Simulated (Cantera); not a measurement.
Charge: 1 mol CF₄, 0.18 mol Si, 2.4 mol F₂, 0.00028 mol H₂, held at 100 Torr.

Cantera equilibrium calculation (NASA polynomials, part measured and part estimated; ideal gas, pure solids and liquids). Candidate condensed phases: C, C₆H₆, C₇H₈, C₈H₁₈, Si, SiC; 113 gas species. The tables' values for SiF₃ are old estimates; treat these amounts as uncertain. Gases not in the tables: C₂F₆ and larger saturated fluorocarbons. The numbers say what is thermodynamically allowed, not how fast it happens.

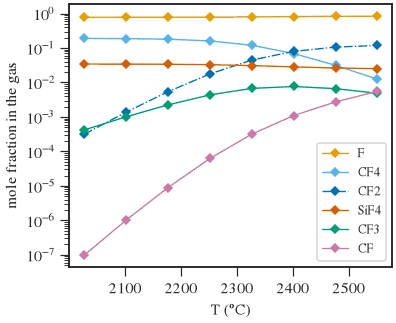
Figure: Equilibrium gas composition (values under 1e-9 drawn at 1e-9)

From 2027 °C to 2552 °C nothing is condensed. The main Si-bearing gas is SiF₄ throughout.
